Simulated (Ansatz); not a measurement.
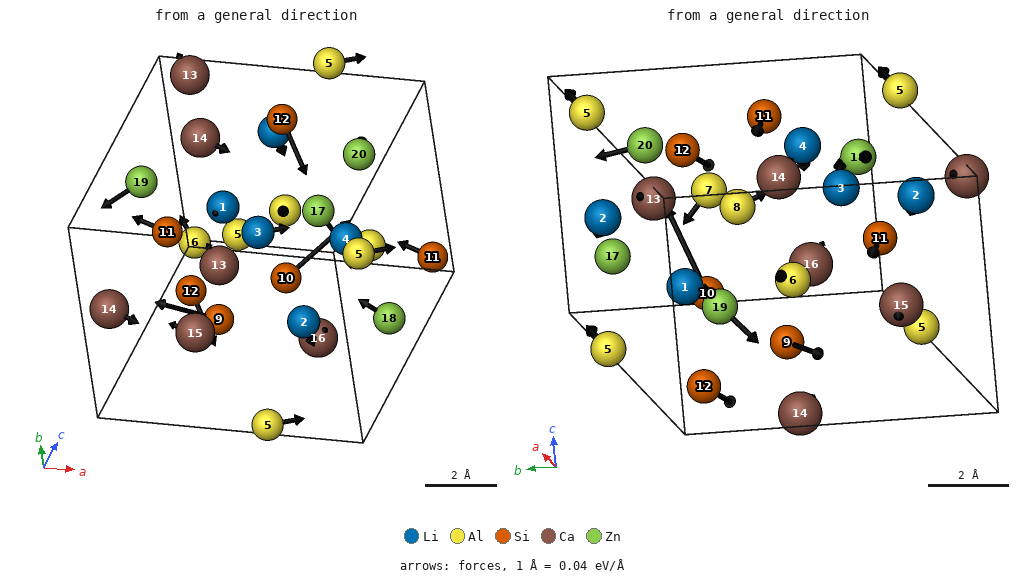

Crystal structure, spheres-only style, seen from two general directions. The frame is the simulation cell; atoms at its boundary are shown with their periodic copies. The arrows are the computed forces on the atoms.

System: LiCaAlZnSi. Level of theory: DFT PBE, scalar-relativistic, plane waves, PAW (Ansatz). Settings were a 420 eV plane-wave basis, a 5×4×6 sampling of the Brillouin zone, Gaussian smearing of 0.1 eV, no spin polarisation.

### Are the atoms in equilibrium?

No. The atoms still feel forces of up to about 0.083 eV/Å, above a usual threshold of 0.01 to 0.03 eV/Å.

### Name the atom under the greatest force.

Si10, about 0.083 eV/Å.

The initial geometry was a structure type filled with these elements by a generator (whether the compound takes this form wasn't checked). Earlier steps of the study, as a rule a relaxation of our own, may have changed the cell and positions, so they can lie some per cent off the listed ones. It was the input of a calculation with Ansatz.
